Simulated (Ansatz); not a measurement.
# C2H7ClSi2: small, medium and large basis sets

How large a basis does C2H7ClSi2 need? Two functionals are run in growing sets.

Program: Ansatz 0.2.0, Gaussian basis. Level of theory: one geometry, several basis sets. These are calculated values, not measurements.

Levels to be run: PBE0-D4/def2-SVP; ωB97M-V/def2-SVP; PBE0-D4/def2-QZVPP; ωB97M-V/def2-QZVPP; the functionals' def2-TZVPP values are taken from earlier runs.

## (1) The relaxed structure

The geometry comes from an earlier relaxation with PBE0-D4 in a triple-zeta def2 set; it is a stationary point, not always the lowest conformer.

SMILES `[SiH3]/C=C/[SiH2]Cl`, 12 atoms, charge 0, spin multiplicity 1.

Atoms are counted from 1 here; the program's logs count them from 0.

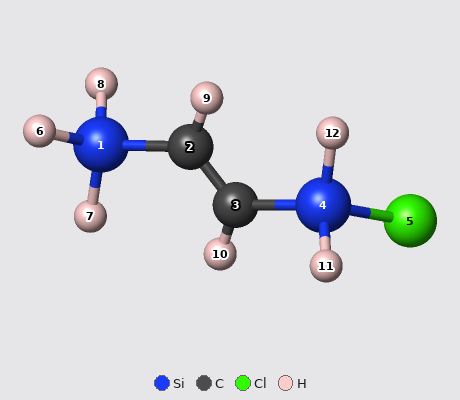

The geometry (silicon blue, carbon dark grey, chlorine green, hydrogen pink); atoms are numbered from 1 in the order of the file.

## (2) PBE0-D4 in def2-SVP

The input, in.yaml:

```yaml
crystal:
  periodic: [false, false, false]
  atoms:
    - {symbol: Si, position_ang: [-1.850393, 1.010013, 0.962481]}
    - {symbol: C, position_ang: [-0.187986, 0.238032, 0.609657]}
    - {symbol: C, position_ang: [0.147268, -0.296930, -0.569581]}
    - {symbol: Si, position_ang: [1.804716, -1.070850, -0.866942]}
    - {symbol: Cl, position_ang: [2.783386, -0.082695, -2.386380]}
    - {symbol: H, position_ang: [-2.518988, 0.302637, 2.087403]}
    - {symbol: H, position_ang: [-2.690111, 0.915565, -0.259465]}
    - {symbol: H, position_ang: [-1.684606, 2.436040, 1.351341]}
    - {symbol: H, position_ang: [0.552950, 0.226008, 1.411092]}
    - {symbol: H, position_ang: [-0.581061, -0.285830, -1.381000]}
    - {symbol: H, position_ang: [1.682642, -2.486436, -1.291428]}
    - {symbol: H, position_ang: [2.619184, -0.960653, 0.366920]}
basis:
  gaussian: {orbitals: def2-SVP}
hamiltonian: {xc: pbe0, dispersion: d4}
output: {orbitals: {seedname: orbitals}}
```

Launch:

```console
ansatz run in.yaml --threads 4 --pin off --events-out ev --progress --plain --max-ram 10444MiB
```

After this run come: ωB97M-V in def2-SVP; PBE0-D4 in def2-QZVPP; ωB97M-V in def2-QZVPP.

Q: Predict the results of all the runs planned. Wanted: PBE0-D4: double and triple zeta above quadruple; ωB97M-V: double and triple zeta above quadruple.

As calculated:

| quantity | value |
| --- | --- |
| PBE0-D4: double and triple zeta above quadruple | 13.31, 1.03 eV |
| ωB97M-V: double and triple zeta above quadruple | 13.38, 0.96 eV |

What this shows: For PBE0-D4 the step from double to triple zeta gains 12.28 eV and the next only 1.03 eV. These are total energies; as a rule much of such shifts cancels in differences, which this series doesn't test.
